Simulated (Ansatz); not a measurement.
**A computed series for hypothetical P6_3/mmc HgI2: carrier doping**

The reference is HgI2 (space group P6_3/mmc, No. 194; a = 4.1546 Å, c = 14.3925 Å; a hypothetical phase, not in the database extracts checked).

Carriers are added at fixed cell with a uniform background; the Fermi–Dirac width is that of 300 K.

All numbers come from Ansatz (a quantum-chemistry and plane-wave program), r2SCAN+rVV10, PAW, cutoff 500 eV, spin-orbit coupling left out.

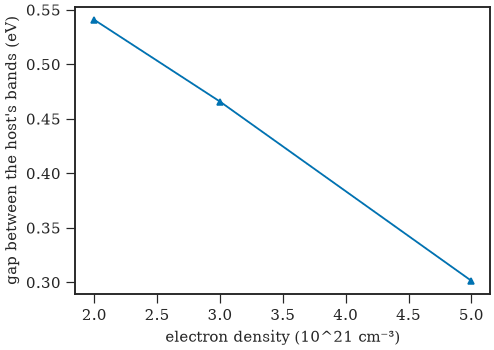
Figure: Gap between the host's bands against electron density

```csv
electron density (10^21 cm⁻³),gap between the host's bands
2,0.54 eV
3,0.47 eV
5,0.30 eV
```

Charged cell with a jellium background: band edges are those of the host's band count, energies are not comparable with the neutral cell, and many-body gap narrowing is missing. With Hg and I present, leaving out spin-orbit coupling can change the band edges. Whether these cells are dynamically stable was not tested.
